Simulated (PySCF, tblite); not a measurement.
# C5H13F2NSi: geometry, infrared bands and NMR shifts

Aim: predict the infrared bands and NMR shifts of C5H13F2NSi (`C[C@@H](F)[C@@H](F)[SiH2]N(C)C`).

Programs: tblite 0.8.0 and PySCF 2.14.0, with density-fitted response routines of our own. Each step states its level of theory. These are calculated values for one molecule in the gas phase, unless marked as measured. Atoms are numbered from 0 throughout.

## (1) Starting geometry

22 atoms, charge 0, multiplicity 1; geometry from: force field or distance geometry start.

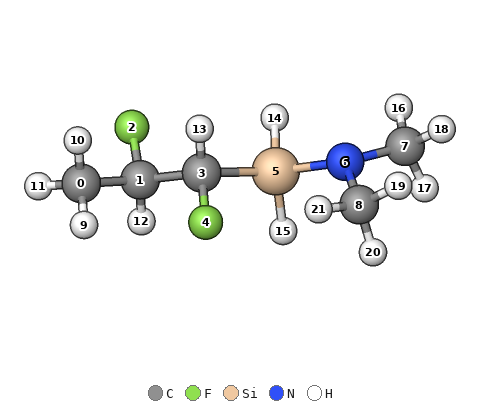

The starting geometry (carbon grey, fluorine green, silicon light orange, nitrogen blue, hydrogen white), atoms numbered; sticks join atoms by distance.

## (2) Relaxing the molecule with GFN2-xTB

Job settings and geometry (Å):

```
{"job": {"kind": "relax", "xc": "GFN2-xTB", "basis": "xTB"}, "charge": 0, "multiplicity": 1}
C      3.642000    -0.003500    -0.198200
C      2.333100    -0.781800    -0.081500
F      2.444400    -1.565000     1.049500
C      1.125200     0.140100     0.046700
F      1.108800     0.966700    -1.022900
Si    -0.515400    -0.762400     0.128400
N     -1.877700     0.299400     0.303000
C     -3.185900    -0.257700     0.662500
C     -2.078200     1.404600    -0.632600
H      3.635000     0.621500    -1.091900
H      3.782300     0.638400     0.675800
H      4.481700    -0.689700    -0.241100
H      2.237400    -1.453700    -0.924800
H      1.231600     0.759000     0.944800
H     -0.569300    -1.685600     1.284900
H     -0.751900    -1.546300    -1.093300
H     -3.112700    -0.968400     1.494500
H     -3.651300    -0.787600    -0.191900
H     -3.880100     0.525700     1.001100
H     -2.833500     2.111200    -0.254200
H     -2.406700     1.054900    -1.614600
H     -1.169200     1.999800    -0.762000
```

On the command line:

```sh
$ OMP_NUM_THREADS=1 python probes_run.py task.json out
```

One launch serves the whole session: the jobs run in the order shown.

The log of the run:

```text
step      E/eV     max force
  0    -856.25510    2.004
  1    -856.35327    1.050
  2    -856.39517    0.343
  3    -856.40971    0.280
  4    -856.42082    0.291
  5    -856.42827    0.287
  6    -856.43436    0.183
  7    -856.43988    0.178
  8    -856.44626    0.188
  9    -856.45317    0.221
 10    -856.45995    0.196
 11    -856.46660    0.163
 12    -856.47316    0.162
 13    -856.47873    0.133
 14    -856.48277    0.118
 15    -856.48557    0.106
 16    -856.48782    0.097
 17    -856.48979    0.081
 18    -856.49140    0.074
 19    -856.49269    0.072
 20    -856.49383    0.083
 21    -856.49512    0.096
 22    -856.49679    0.099
 23    -856.49865    0.096
 24    -856.50013    0.081
 25    -856.50103    0.047
 26    -856.50164    0.054
 27    -856.50237    0.069
 28    -856.50354    0.104
 29    -856.50515    0.117
 30    -856.50694    0.096
 31    -856.50864    0.077
 32    -856.51034    0.079
 33    -856.51217    0.102
 34    -856.51389    0.104
 35    -856.51522    0.077
 36    -856.51629    0.075
 37    -856.51748    0.079
 38    -856.51890    0.079
 39    -856.52025    0.068
 40    -856.52127    0.063
 41    -856.52214    0.061
 42    -856.52306    0.075
 43    -856.52385    0.073
 44    -856.52442    0.069
 45    -856.52505    0.058
 46    -856.52580    0.045
 47    -856.52639    0.052
 48    -856.52693    0.041
 49    -856.52718    0.034
 50    -856.52736    0.030
 51    -856.52758    0.030
 52    -856.52782    0.035
 53    -856.52801    0.028
 54    -856.52813    0.026
 55    -856.52824    0.023
 56    -856.52837    0.029
 57    -856.52852    0.031
 58    -856.52867    0.032
 59    -856.52879    0.033
 60    -856.52890    0.027
 61    -856.52902    0.039
 62    -856.52922    0.052
 63    -856.52952    0.056
 64    -856.52990    0.044
 65    -856.53023    0.033
 66    -856.53043    0.030
 67    -856.53057    0.027
 68    -856.53073    0.033
 69    -856.53092    0.033
 70    -856.53111    0.031
 71    -856.53129    0.032
 72    -856.53147    0.029
 73    -856.53166    0.032
 74    -856.53183    0.025
 75    -856.53194    0.019
 76    -856.53203    0.019
 77    -856.53212    0.023
 78    -856.53220    0.022
 79    -856.53227    0.018
 80    -856.53233    0.019
 81    -856.53240    0.024
 82    -856.53250    0.028
 83    -856.53261    0.022
 84    -856.53270    0.016
 85    -856.53275    0.014
 86    -856.53278    0.013
 87    -856.53281    0.011
 88    -856.53283    0.006
```

Wall time 0.81 s (1 thread of Arm Neoverse V1, shared host); peak memory 0.18 GiB.

The steps of the relaxation: (not every step is listed)

```csv
step,energy from step 0 (eV),largest force (eV/Å)
0,0.0000,2.0042
1,-0.0982,1.0503
2,-0.1401,0.3433
3,-0.1546,0.2799
4,-0.1657,0.2908
5,-0.1732,0.2866
6,-0.1793,0.1829
7,-0.1848,0.1783
8,-0.1912,0.1877
15,-0.2305,0.1056
22,-0.2417,0.0988
29,-0.2500,0.1175
36,-0.2612,0.0754
43,-0.2688,0.0727
50,-0.2723,0.0302
57,-0.2734,0.0314
64,-0.2748,0.0438
71,-0.2762,0.0316
78,-0.2771,0.0216
83,-0.2775,0.0217
84,-0.2776,0.0156
85,-0.2776,0.0144
86,-0.2777,0.0135
87,-0.2777,0.0112
88,-0.2777,0.0065
```

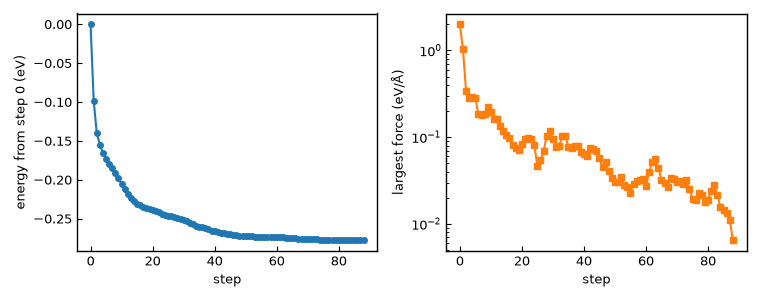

Energy and force, step by step.

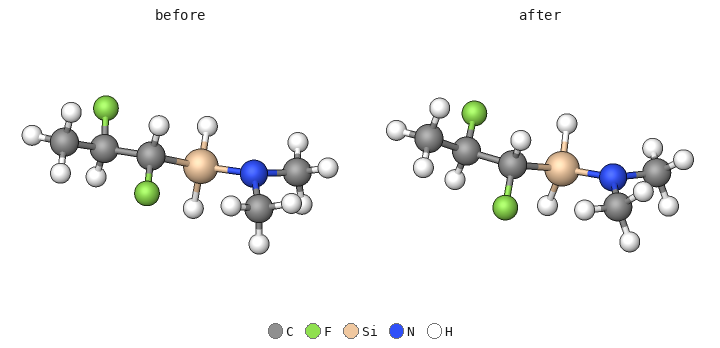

Before and after, at one scale.

Distances of close pairs at the start and the end, largest changes first:

```csv
bond,before (Å),after (Å),change (Å)
C3–Si5,1.874,1.922,+0.048
C3–F4,1.352,1.392,+0.040
N6–C7,1.467,1.443,-0.024
Si5–N6,1.736,1.714,-0.022
Si5–H14,1.481,1.460,-0.021
N6–C8,1.462,1.446,-0.015
C1–H12,1.082,1.097,+0.015
C7–H17,1.108,1.096,-0.012
```

The end geometry stands in the next job.

## (3) Infrared spectrum with GFN2-xTB

Job settings and geometry (Å):

```
{"job": {"kind": "ir", "xc": "GFN2-xTB", "basis": "xTB"}, "charge": 0, "multiplicity": 1}
C      3.580813     0.054583    -0.043877
C      2.286645    -0.738420    -0.118527
F      2.196033    -1.564942     0.987256
C      1.042728     0.139756    -0.164103
F      1.043143     0.757562    -1.411078
Si    -0.562146    -0.887664     0.085304
N     -1.868671     0.215006     0.213424
C     -3.149418    -0.274206     0.662150
C     -2.003360     1.420179    -0.574842
H      3.639827     0.724634    -0.897073
H      3.602468     0.638317     0.874003
H      4.436500    -0.615987    -0.054497
H      2.284614    -1.402783    -0.991808
H      1.135833     0.951055     0.565499
H     -0.490148    -1.576509     1.370165
H     -0.591378    -1.843471    -1.038347
H     -3.007427    -1.131285     1.313478
H     -3.782615    -0.579075    -0.178539
H     -3.671315     0.510734     1.214835
H     -2.472293     2.200419     0.031350
H     -2.629024     1.252023    -1.458168
H     -1.031222     1.769460    -0.904617
```

The log of the run:

```text
mode    cm-1     km/mol
  1      27.6      0.58
  2      48.5      0.60
  3      58.4      3.46
  4     102.4      1.00
  5     159.5      2.76
  6     162.3      6.10
  7     193.9      0.03
  8     200.6      0.05
  9     234.2      4.38
 10     265.2      0.63
 11     274.6      3.83
 12     307.6     14.29
 13     383.7     25.47
 14     390.8      1.22
 15     415.1      5.58
 16     487.6     23.14
 17     529.5     87.05
 18     614.4     14.81
 19     697.3     25.33
 20     734.3     17.99
 21     767.5    238.18
 22     791.5    253.60
 23     903.1     22.31
 24     968.2      8.38
 25    1026.7     50.32
 26    1044.7    120.40
 27    1056.8      1.29
 28    1068.7     23.42
 29    1087.6      1.65
 30    1095.5     49.67
 31    1127.3      2.16
 32    1146.1     34.92
 33    1199.8     43.04
 34    1212.7      0.92
 35    1259.2     20.28
 36    1297.9     12.22
 37    1310.4     80.88
 38    1325.3     10.37
 39    1396.2     12.45
 40    1419.1      0.39
 41    1430.2      0.06
 42    1473.1      3.39
 43    1477.5      1.69
 44    1486.1      4.67
 45    1488.1      6.65
 46    1498.3      6.96
 47    1508.6      3.70
 48    2163.8    331.56
 49    2308.4    230.51
 50    2908.8     63.77
 51    2915.9     49.42
 52    2918.9      2.97
 53    2930.6     89.36
 54    2954.7     39.18
 55    2963.5     71.94
 56    3038.3     22.91
 57    3043.8     20.85
 58    3047.5     33.58
 59    3054.5     10.76
 60    3077.6     10.86
```

Run time: 1 s. Hardware: 1 thread of Arm Neoverse V1, shared host; peak memory 0.18 GiB.

The strongest bands and the atoms that carry them (share of the mass-weighted mode):

```csv
cm⁻¹,km/mol,atoms
530,87.0,"H14 27 %, Si5 21 %, H15 17 %, F4 15 %"
768,238.2,"H15 45 %, H14 35 %, Si5 14 %"
792,253.6,"H14 49 %, H15 29 %, Si5 15 %"
1045,120.4,"H16 21 %, H21 17 %, N6 16 %, C7 16 %"
1310,80.9,"N6 50 %, C8 11 %"
2164,331.6,H15 96 %
2308,230.5,H14 96 %
2931,89.4,"H13 69 %, H12 22 %"
```

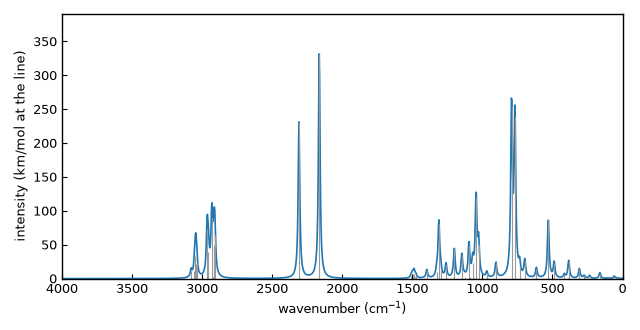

The infrared spectrum from these modes, unscaled. Lines are broadened to a width of 14 cm⁻¹ (Lorentzian).

## (4) Shielding tensors: PBE0/pcSseg-1

Same as in step 3 but for these lines:

```diff
@@ -1,2 +1,2 @@
-{"job": {"kind": "ir", "xc": "GFN2-xTB", "basis": "xTB"}, "charge": 0, "multiplicity": 1}
+{"job": {"kind": "nmr", "xc": "PBE0", "basis": "pcSseg-1"}, "charge": 0, "multiplicity": 1}
 C      3.580813     0.054583    -0.043877
```

Method: GIAO PBE0/pcSseg-1 NMR shielding, non-relativistic, gas phase.

The log of the run:

```text
coarse grid: 18352 points
cycle   1  E = -741.4614092979  dE =  8.201e-01  |g| = 6.791e-01  |ddm| = 3.972e+00
cycle   2  E = -741.3964029715  dE =  6.501e-02  |g| = 9.437e-01  |ddm| = 1.181e+00
cycle   3  E = -741.5440728103  dE = -1.477e-01  |g| = 8.585e-02  |ddm| = 7.304e-01
cycle   4  E = -741.5453578485  dE = -1.285e-03  |g| = 3.426e-02  |ddm| = 8.311e-02
cycle   5  E = -741.5456163336  dE = -2.585e-04  |g| = 6.333e-03  |ddm| = 2.880e-02
cycle   6  E = -741.5456225737  dE = -6.240e-06  |g| = 2.754e-03  |ddm| = 6.961e-03
final grid: 172008 points
cycle   7  E = -741.6105449062  dE = -5.751e-05  |g| = 7.782e-03  |ddm| = 2.870e-02
cycle   8  E = -741.6105403667  dE =  4.540e-06  |g| = 9.257e-03  |ddm| = 1.234e-02
cycle   9  E = -741.6105593419  dE = -1.898e-05  |g| = 1.098e-03  |ddm| = 6.431e-03
cycle  10  E = -741.6105595074  dE = -1.655e-07  |g| = 3.049e-04  |ddm| = 8.553e-04
cycle  11  E = -741.6105595217  dE = -1.431e-08  |g| = 4.987e-05  |ddm| = 2.034e-04
cycle  12  E = -741.6105595222  dE = -5.193e-10  |g| = 1.662e-05  |ddm| = 7.013e-05
converged SCF energy = -741.6105595222

GIAO shielding tensors (ppm)
atom      isotropic    diamagn.    paramagn.     s11        s22        s33       span
  0 C      164.337     247.449     -83.112    150.268    156.335    186.409     36.141
  1 C       95.049     244.817    -149.768     58.484     76.475    150.188     91.704
  2 F      388.770     476.637     -87.866    357.525    380.649    428.137     70.613
  3 C       91.520     254.210    -162.690     54.837     82.054    137.669     82.832
  4 F      435.437     476.174     -40.737    405.272    417.741    483.299     78.027
  5 Si     382.149     883.695    -501.546    345.719    353.958    446.771    101.052
  6 N      253.714     328.749     -75.035    225.345    262.295    273.502     48.157
  7 C      144.373     242.340     -97.968    121.163    125.679    186.276     65.113
  8 C      146.267     246.541    -100.274    124.468    129.320    185.014     60.546
  9 H       30.069      28.830       1.239     25.548     29.309     35.351      9.803
 10 H       30.467      29.214       1.253     26.917     28.764     35.721      8.804
 11 H       29.941      26.343       3.599     25.712     27.402     36.710     10.998
 12 H       26.869      31.337      -4.468     25.658     26.483     28.465      2.807
 13 H       27.082      35.155      -8.073     24.721     27.154     29.370      4.649
 14 H       26.989      32.524      -5.535     22.564     27.328     31.074      8.510
 15 H       26.762      31.749      -4.988     22.849     25.831     31.606      8.757
 16 H       28.902      29.092      -0.190     24.220     27.322     35.163     10.943
 17 H       29.186      27.677       1.508     24.630     26.901     36.026     11.395
 18 H       29.149      28.029       1.120     24.719     26.559     36.169     11.450
 19 H       29.251      30.448      -1.197     25.247     26.513     35.992     10.744
 20 H       29.314      30.190      -0.876     25.495     26.515     35.932     10.437
 21 H       28.395      32.515      -4.120     22.097     29.801     33.287     11.190
```

Wall time 71 s (1 thread of Arm Neoverse V1, shared host); peak memory 1.1 GiB.

The references, computed at this level on geometries of the same kind, shield at (ppm): ¹H TMS 31.72, ¹³C TMS 186.9, ²⁹Si TMS 349.2, ¹⁹F CFCl3 170.9, ¹⁵N NH3 267.7. Their shielding less the atom's gives the shift. The references are single molecules in the gas phase, so shifts against H2O, NH3, PH3, H3PO4 or CFCl3 are not on the usual liquid scales and can be off by tens of ppm. Atoms listed in one row are averaged.

```csv
atoms,environment,σ (ppm),δ (ppm),δ scaled to CDCl3
C3,sp3 CH bonded to F and Si,91.5,95.4,91.2
C1,sp3 CH bonded to F,95.0,91.9,87.8
"C7, C8",methyl carbon bonded to N,145.3,41.6,38.7
C0,methyl carbon,164.3,22.6,20.1
H15,"hydrogen on a silicon bonded to C, N",26.76,4.96,–
H12,hydrogen on an sp3 CH bonded to F,26.87,4.85,4.68
H14,"hydrogen on a silicon bonded to C, N",26.99,4.73,–
H13,hydrogen on an sp3 CH bonded to F and Si,27.08,4.64,4.48
"H16, H17, H18, H19, H20, H21",hydrogen on a methyl carbon bonded to N,29.03,2.68,2.64
"H9, H10, H11",hydrogen on a methyl carbon,30.16,1.56,1.57
F2,fluorine on an sp3 carbon,388.8,-217.8,–
F4,fluorine on an sp3 carbon,435.4,-264.5,–
Si5,"silicon bonded to C, N, 2 H",382.1,-33.0,–
N6,"nitrogen bonded to 2 C, Si",253.7,14.0,–
```

The scaled column applies a straight-line fit of computed shieldings to shifts measured in CDCl3, and one for carbons that bear F (root-mean-square error 0.16 ppm for H, 1.9 ppm for C).

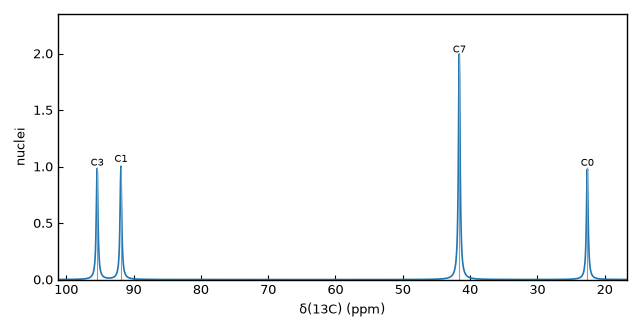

¹³C lines at the computed shifts, without couplings. Lines are broadened to a width of 0.29 ppm (Lorentzian).

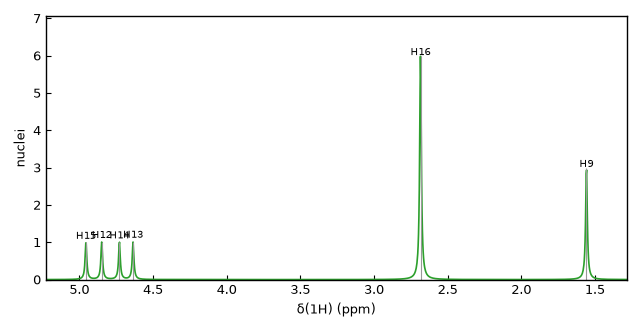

¹H lines at the computed shifts, without couplings. Lines are broadened to a width of 0.01 ppm (Lorentzian).

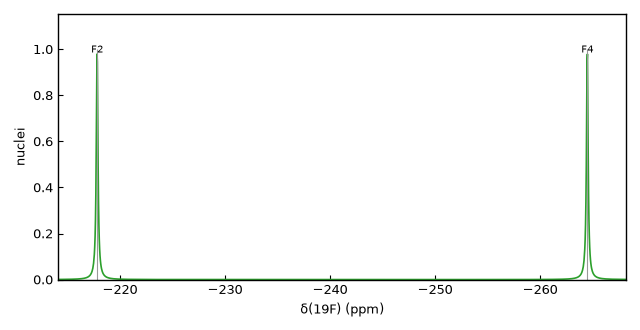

¹⁹F lines at the computed shifts, without couplings. Lines are broadened to a width of 0.19 ppm (Lorentzian).

Charges from the same density, by scheme (e):

```csv
atoms,Mulliken,IAO,Hirshfeld,ESP fit
C0,-0.25,-0.44,-0.13,-0.49
C1,0.11,0.18,0.06,0.47
F2,-0.34,-0.33,-0.10,-0.29
C3,-0.11,-0.11,-0.03,-0.16
F4,-0.34,-0.33,-0.10,-0.20
Si5,0.81,0.88,0.35,0.40
N6,-0.79,-0.51,-0.18,-0.14
"C7, C8",-0.07,-0.30,-0.07,-0.43
```

Hirshfeld charges:

C0 -0.13; C1 0.06; F2 -0.10; C3 -0.03; F4 -0.10; Si5 0.35; N6 -0.18; C7 -0.07; C8 -0.07; H9 0.05; H10 0.04; H11 0.05; H12 0.04; H13 0.04; H14 -0.08; H15 -0.09; H16 0.05; H17 0.03; H18 0.04; H19 0.04; H20 0.03; H21 0.04

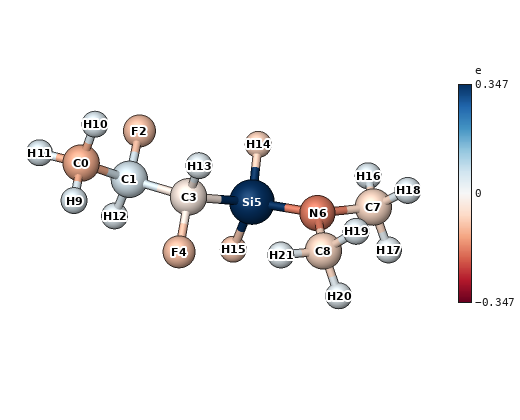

Hirshfeld charges, as colours on the atoms.

Mayer bond orders: C0–C1 1.05, C1–F2 0.86, C1–C3 1.00, C3–F4 0.81, C3–Si5 0.81, Si5–N6 1.00, N6–C7 0.96, N6–C8 0.95.

The fields below are evaluated on a grid from the run's orbitals.

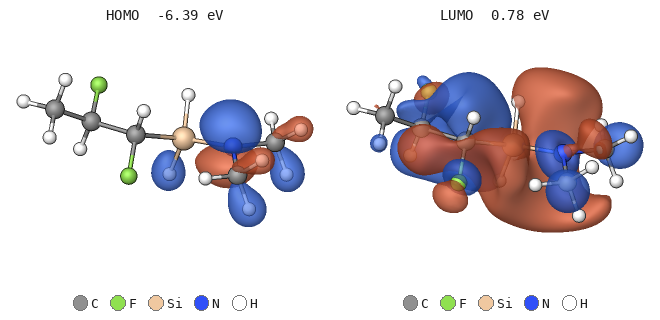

PBE0/pcSseg-1 orbitals near the gap, drawn at the value that encloses 70 % of each; the two colours are the two signs.

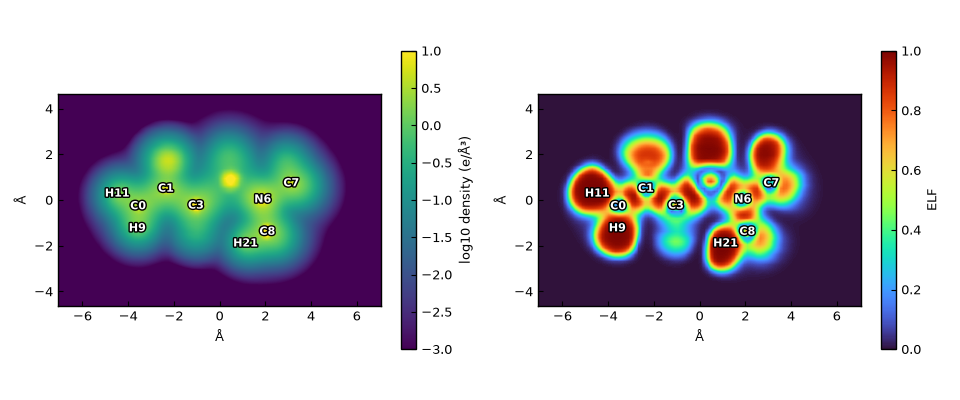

Density (left) and ELF (right) in a plane through or near 9 of the atoms.

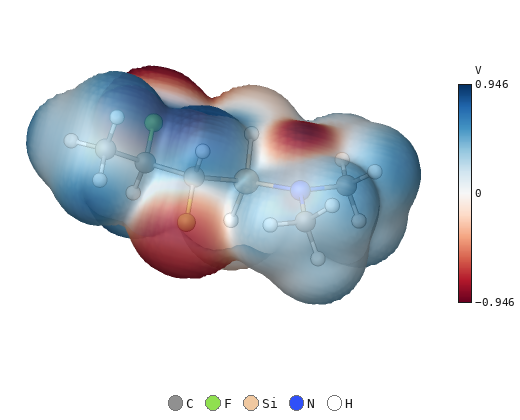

Electrostatic potential on the surface of density 0.002 e/bohr³; red is low, blue high. It runs from -0.95 V near F2 to 0.84 V near H16.

## (5) Summary of results

| quantity | value |
| --- | --- |
| strongest single infrared mode (GFN2-xTB) | 2164 cm⁻¹, 332 km/mol |
| zero-point energy (GFN2-xTB) | 109.3 kcal/mol |
| ¹³C shifts against TMS (PBE0/pcSseg-1, means over atoms taken as alike) | 95.4, 91.9, 41.6, 22.6 ppm |
| ¹H shifts against TMS (PBE0/pcSseg-1, means over atoms taken as alike) | 4.96, 4.85, 4.73, 4.64, 2.68, 1.56 ppm |
| ¹⁹F shifts against CFCl3 (PBE0/pcSseg-1) | -217.8, -264.5 ppm |
| ²⁹Si shifts against TMS (PBE0/pcSseg-1) | -33.0 ppm |
| ¹⁵N shifts against NH3 (PBE0/pcSseg-1) | 14.0 ppm |
| surface potential, least and greatest | -0.95 V and 0.84 V |

The optimisation took 88 steps and gained 0.278 eV; among the close pairs (by a distance rule), C3–Si5 changed most, from 1.874 to 1.922 Å. No mode is imaginary among the 60: a minimum at this level. The strongest single mode, at 2164 cm⁻¹, moves mainly H15. GFN2-xTB is a fitted tight-binding method: band positions and strengths are rough. Its intensities can rank the bands wrongly. At PBE0/pcSseg-1: Shielding is most anisotropic at Si5 (span 101 ppm, paramagnetic term -502 ppm).
